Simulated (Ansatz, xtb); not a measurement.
Ligand exchange: C3H5F + SiH3I → C2H2FI + SiH3(CH3)

Gas-phase species: C3H5F `C/C=C/F`, singlet; SiH3I `[SiH3]I`, singlet; C2H2FI `F/C=C/I`, singlet; SiH3(CH3) (methylsilane), singlet. The partners trade CH3 for I: C–CH3 and Si–I bonds give way to C–I and Si–CH3.

Shapes, held fixed at every level: PBE0-D4/def2-TZVP. Programs: Ansatz 0.2.0, xtb 6.7.1. The zero-point and thermal change to 298 K, harmonic and unscaled (PBE0-D4/def2-TZVP), is -5.5 kJ/mol.

```
                level                   kind  ΔH(298 K) (kJ/mol)  less CCSD(T)/def2-TZVPP
             GFN1-xTB         semi-empirical              +201.4                   +108.5
        HF/def2-TZVPP           Hartree–Fock              +115.4                    +22.5
    PBE-D4/def2-TZVPP                    GGA               +93.5                     +0.6
 r2SCAN-D4/def2-TZVPP               meta-GGA               +98.0                     +5.1
  B3LYP-D4/def2-TZVPP          global hybrid               +95.4                     +2.5
r2SCAN0-D4/def2-TZVPP          global hybrid              +104.3                    +11.4
    B2PLYP/def2-TZVPP          double hybrid               +96.5                     +3.6
      CCSD/def2-TZVPP  coupled cluster or CI               +96.5                     +3.6
   CCSD(T)/def2-TZVPP  coupled cluster or CI               +92.9                      0.0
```

The highest level, CCSD(T)/def2-TZVPP, gives ΔH(298 K) = +92.9 kJ/mol; the levels span +92.9 to +201.4. GFN1-xTB strays far from the other rows. The column of differences is taken from that level and isn't an error. No measured value is set beside it here. For atoms past krypton def2 sets carry core potentials with scalar relativity. Outer-core shells of I are correlated, in sets that cover them unevenly.

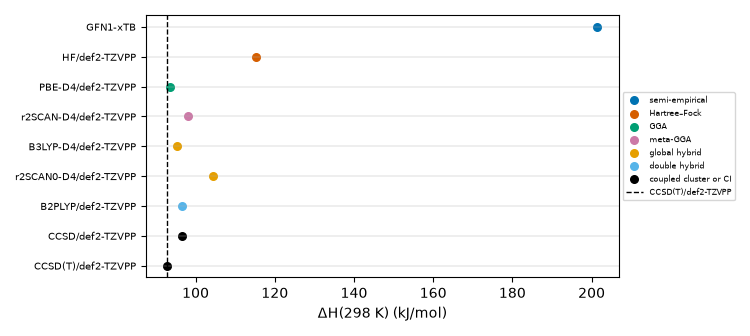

The values of the table, level by level.
